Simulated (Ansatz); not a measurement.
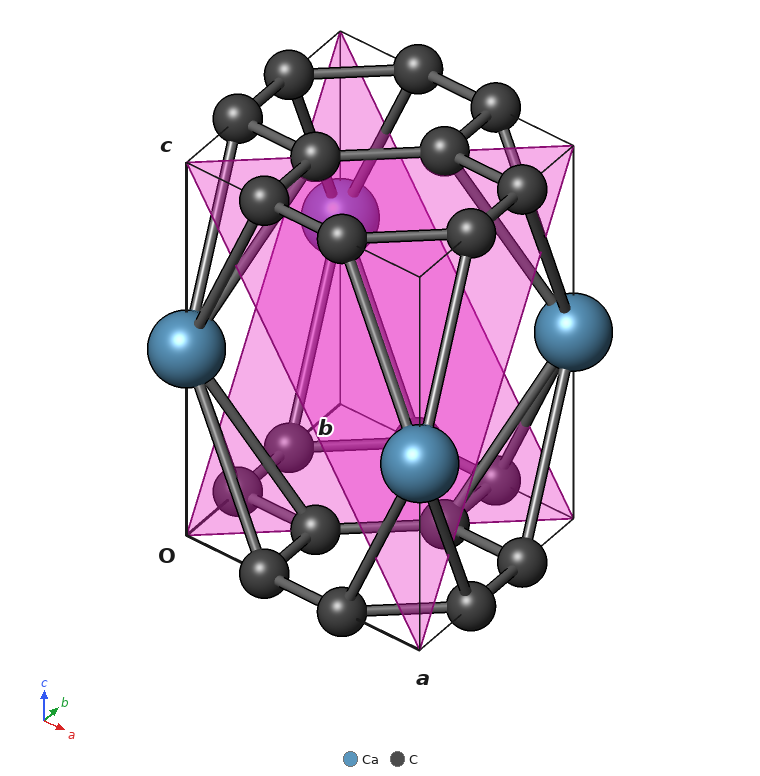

Crystal: CaC6, coordinates from a relaxation with DFT PBE+D3(BJ), scalar-relativistic, plane waves, PAW (Ansatz 0.2.0); the starting structure was generated, so it need not be a known form of this composition. Every member of one family of equally spaced planes, hx + ky + lz = a whole number, that cuts the unit cell is shaded (one member passes through the origin O). Symmetry computed with spglib at a tolerance of 0.002 Å; standard conventional cell.

a = 4.333 Å, b = 4.333 Å, c = 4.458 Å, α = 90.00°, β = 90.00°, γ = 120.00°.

Q: Which (hkl) family is drawn?

A: (1 −1 1), in four indices (1 −1 0 1); the opposite sign names the same planes. The member next to the origin meets the axes a at 1, b at −1, c at 1.

Q: What is the spacing?

A: d = 2.871 Å.

Q: Which atoms of the cell lie in these planes (within 0.03 Å)?

A: 2 of the 6 C.

Q: The space group is P6/mmm, No. 191. How many reflections hkl are equivalent to this one (itself included), and does it occur?

A: 12 reflections are equivalent in the Laue class 6/mmm. The space group allows the reflection.
